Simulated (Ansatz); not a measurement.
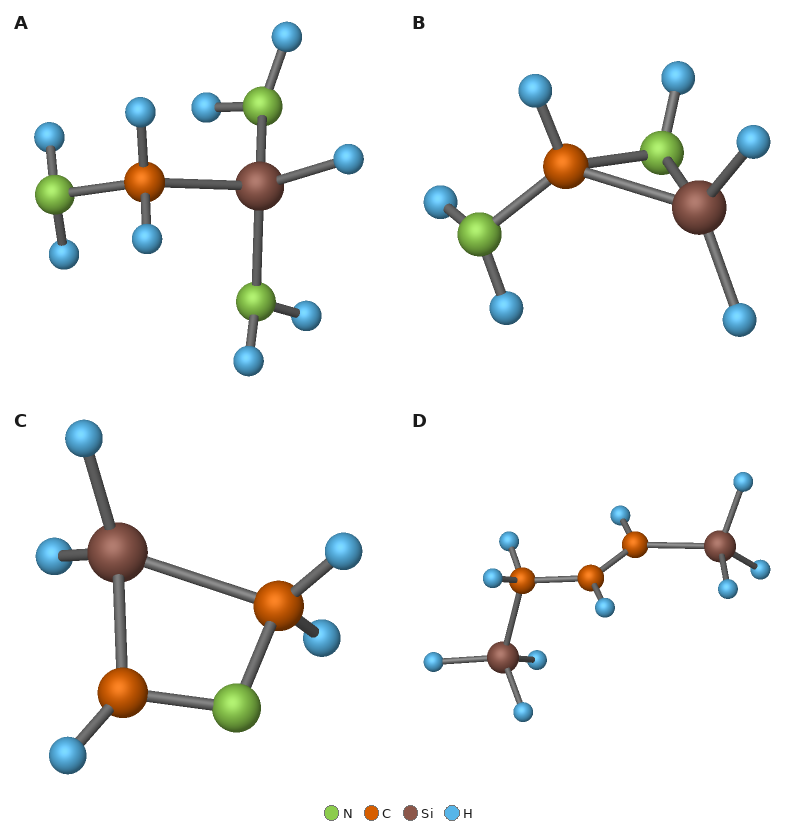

(Drawn from a calculation with Ansatz.)

Question: Match each picture to its SMILES.
(1) C1=NC[SiH2]1
(2) [SiH3]/C=C/C[SiH3]
(3) N[C@@H]1N[SiH2]1
(4) NC[SiH](N)N

Answer: A is (4), B is (3), C is (1), D is (2).
